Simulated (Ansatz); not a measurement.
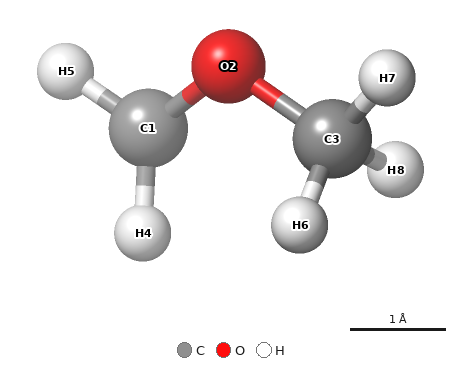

C2H5O (multiplicity 2), before the relaxation. A ball-and-stick model, seen at a tilt.

The start comes from PBE-D4/def2-SVP.

All numbers below come from UKS PBE0-D4/def2-TZVP (Ansatz).

The input:
```yaml
crystal:
  periodic: [false, false, false]
  atoms:
    - {symbol: C, position_ang: [-0.598443, 0.916057, -0.745152]}
    - {symbol: O, position_ang: [0.584839, 0.319159, -0.454082]}
    - {symbol: C, position_ang: [0.512555, -0.762619, 0.454744]}
    - {symbol: H, position_ang: [-1.422563, 0.845465, -0.011879]}
    - {symbol: H, position_ang: [-0.498920, 1.791584, -1.402268]}
    - {symbol: H, position_ang: [0.074645, -0.446010, 1.430890]}
    - {symbol: H, position_ang: [1.544347, -1.124624, 0.624588]}
    - {symbol: H, position_ang: [-0.104258, -1.596111, 0.047359]}
basis:
  gaussian: {orbitals: def2-TZVP}
magnetization: {spin_polarized: true, initial_magnetization: 1}
hamiltonian: {xc: pbe0, dispersion: d4}
relax: {f_tol: 0.005, max_steps: 150}
```

> What does the optimiser find from here?

Over 4 geometry steps the energy falls by 0.81 kcal/mol. Largest force component: 0.54 eV/Å at the start, 0.00075 eV/Å at the end. The atom that moves furthest after the best rigid fit is H4 (0.035 Å). By element the largest moves are H 0.035 Å, C 0.021 Å, O 0.004 Å. Near-neighbour distances that change, for instance: C1–H4 1.105 → 1.086 Å, C3–H6 1.116 → 1.096 Å, C3–H8 1.114 → 1.095 Å, C1–H5 1.099 → 1.080 Å. The run took of the order of 27 core-seconds on a shared host.

Step by step:

```csv
step,"E − E(0), kcal/mol","largest force component, eV/Å"
0,0.00,0.5438
1,-0.73,0.1661
2,-0.81,0.0290
3,-0.81,0.0075
4,-0.81,0.0008
```

Final geometry:

```xyz
8

C    -0.5865    0.9129   -0.7286
O     0.5879    0.3178   -0.4523
C     0.5053   -0.7581    0.4536
H    -1.3966    0.8223   -0.0113
H    -0.5051    1.7655   -1.3873
H     0.0731   -0.4324    1.4070
H     1.5195   -1.1172    0.6219
H    -0.1055   -1.5680    0.0412
```
